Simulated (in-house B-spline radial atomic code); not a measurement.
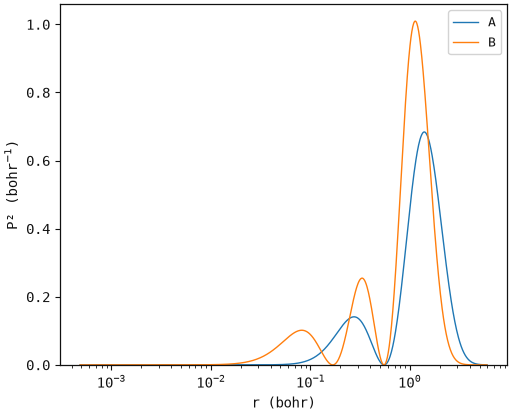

Nb³⁺ (Z = 41, 38 electrons) in the configuration [Kr] 4d2 (high spin). Computed with an in-house B-spline radial code: non-relativistic Hartree-Fock, spin-polarised, average of configuration, point nucleus, basis-set limit.

```
Z = 41
electrons = 38.0
configuration = [Kr] 4d2
hamiltonian = nr
method = hf
spin_polarised = True
```

The plot shows the radial probability densities P² of 4d up and 4p up.

**Which curve belongs to which orbital?**

A is 4d up; B is 4p up. 4p up: outer maximum at 1.13 bohr, ⟨r⟩ = 1.29 bohr, 2 nodes, eigenvalue −74.8 eV; 4d up: outer maximum at 1.39 bohr, ⟨r⟩ = 1.69 bohr, 1 node, eigenvalue −37.3 eV.
